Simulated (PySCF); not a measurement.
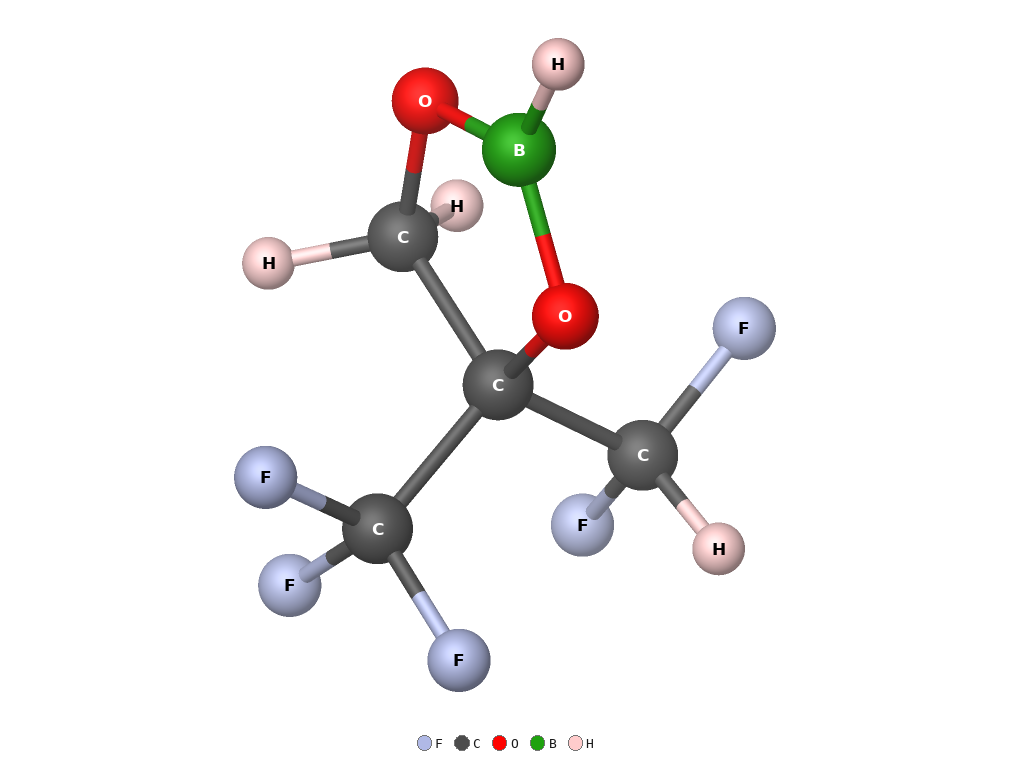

Ball-and-stick drawing of a structure. Every bond is drawn as one stick, whatever its order.

Computed geometry: GFN2-xTB optimisation. No frequency run is at hand to confirm it as a minimum.

Identify the structure.

The molecule is C4H4BF5O2. SMILES: `FC(F)[C@]1(C(F)(F)F)COBO1`. Independent rings (smallest set): 1 of 5 members. Among its groups: C–F bond, B–H bond. The point group is C1. Coordination: 4 C tetrahedral; 2 O bent; 1 B trigonal planar.

The parts below concern this one geometry. Atoms keep their numbers from picture to picture.

### Ring current

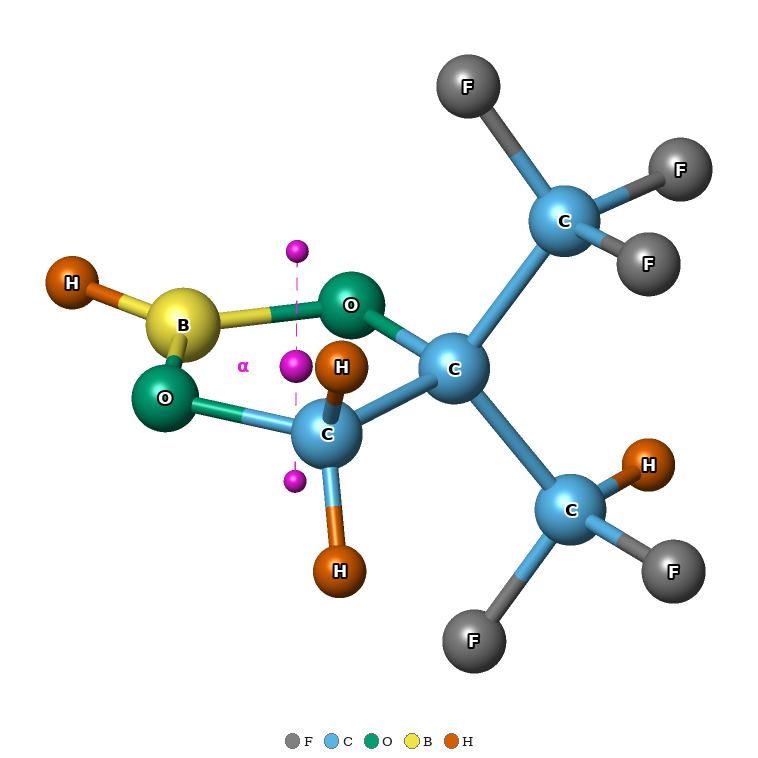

The small points mark where nucleus-independent chemical shifts (NICS) were computed: at the centre of each lettered ring and 1 Å above and below it. No frequency run is at hand to confirm it as a minimum. Method: GIAO PBE0/pcSseg-1 NMR shielding, non-relativistic, gas phase (PySCF 2.14.0).

Give NICS(0), NICS(1) and the out-of-plane component NICS(1)zz for each ring (means of the two sides).

| ring | members | NICS(0) | NICS(1) | NICS(1)zz |
| --- | --- | --- | --- | --- |
| α | C2BO2 | −6.6 | −2.9 | −6.0 |

Values in ppm.

What do the values say about the ring currents?

Answer. Ring α: weak, as in a non-aromatic ring. NICS is one index among several.

### NMR shielding

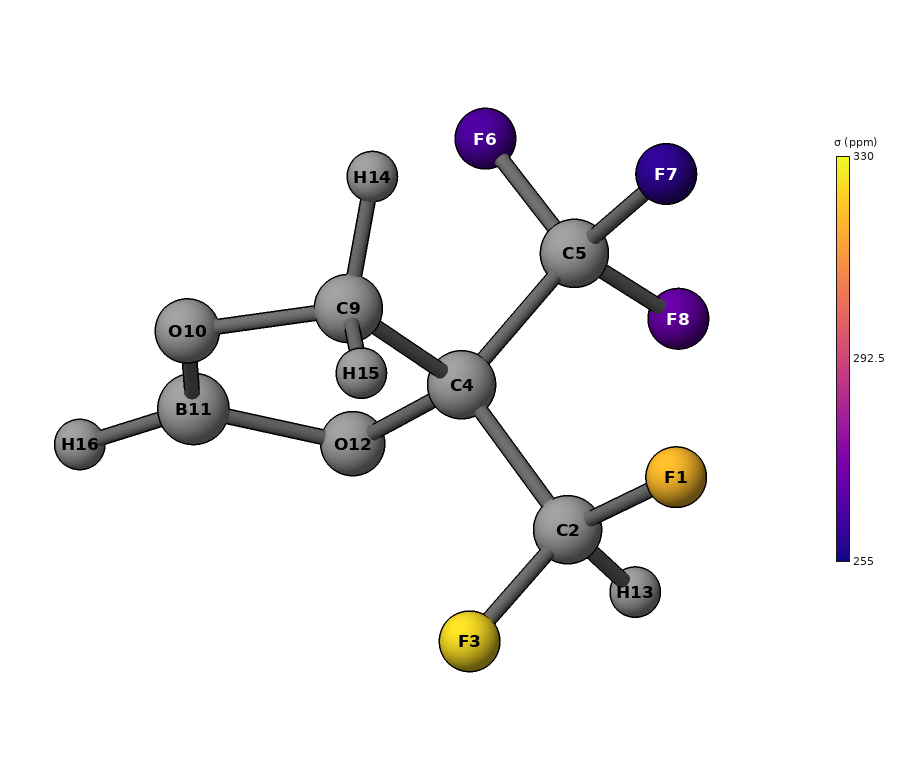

Atoms are coloured by their isotropic NMR shieldings (F only, the others grey). No frequency run is at hand to confirm it as a minimum. Properties computed with GIAO PBE0/pcSseg-1 NMR shielding, non-relativistic, gas phase (PySCF 2.14.0).

List the isotropic NMR shieldings of the F atoms.

| atom | σ (ppm) |
| --- | --- |
| F1 | 318.9 |
| F3 | 325.2 |
| F6 | 265.0 |
| F7 | 259.5 |
| F8 | 269.5 |

### Electronic properties

No frequency run is at hand to confirm it as a minimum. Level of theory: PBE0/pcSseg-1, gas phase (PySCF 2.14.0).

Predict the main results.

- dipole moment: 0.38 D
- HOMO energy (Kohn–Sham orbital): −9.08 eV
- LUMO energy (Kohn–Sham orbital): 0.29 eV
- HOMO–LUMO gap: 9.37 eV

The geometry is semi-empirical. Around B such bond lengths and angles can be off by a tenth of an ångström or more and by several degrees, and values that hang on the shape move with them.
